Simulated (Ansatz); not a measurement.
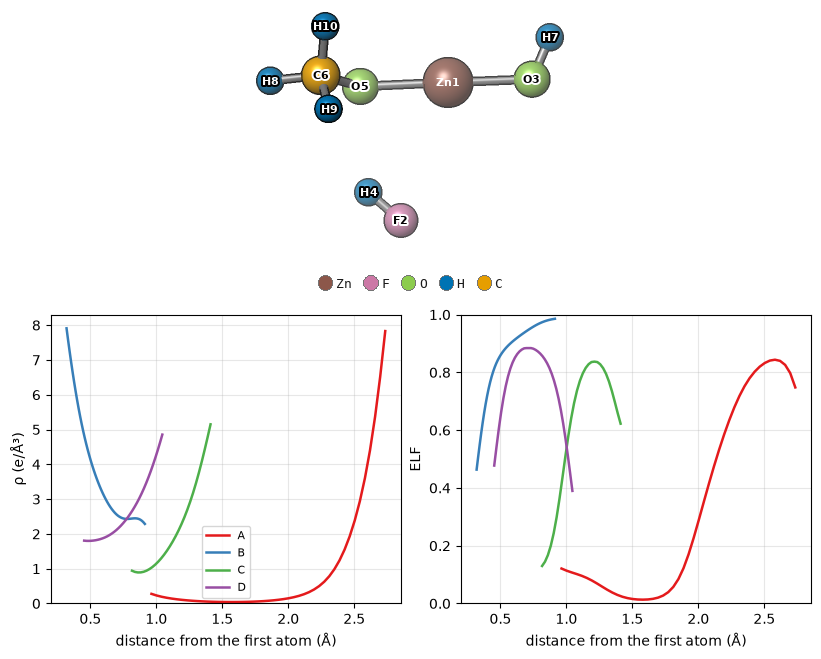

*CH4O2Zn···HF. Electron density and electron localisation function along straight lines between neighbouring atoms. The curves leave out the atomic cores. The structure is drawn too.*

Not at a stationary point (largest force 1.2 eV/Å).

Method: Ansatz, UKS PBE0/def2-SVP.

```xyz
10

Zn   -0.3252   -0.7488   -1.0313
F     0.1976   -2.0231    1.7256
O    -0.0640   -1.9100   -2.3328
H    -0.2075   -1.2103    1.8200
O    -0.6440    0.4404    0.3450
C     0.1936    1.5262    0.5953
H    -0.4419   -1.6514   -3.1791
H    -0.1874    2.0906    1.4713
H     1.2407    1.2366    0.8316
H     0.2379    2.2497   -0.2455
```

Which curve belongs to which contact (C–O, F–H, Zn–F and Zn–O)? The first atom named is at distance zero.

Answer. Curve A: Zn1···F2 (3.08 Å): the density falls to about 0.04 e/Å³ on the way; the ELF dips to about 0 between them. Curve B: F–H (0.91 Å): ρ at the midpoint is about 4.8 e/Å³; the ELF climbs to about 1 towards the hydrogen, as it does in any bond to H; an ordinary covalent bond to hydrogen. Curve C: Zn–O (1.76 Å): the density is about 0.89 e/Å³ at the midpoint; the ELF peaks at about 0.85 in the valence shell of O, 0.6 Å from its nucleus, and is about 0.20 at the midpoint. Curve D: C–O (1.39 Å): ρ at the midpoint is about 2.1 e/Å³, with its minimum of 1.8 e/Å³ about 0.5 Å from C; the ELF peaks at about 0.90 between the atoms: a polar covalent bond.
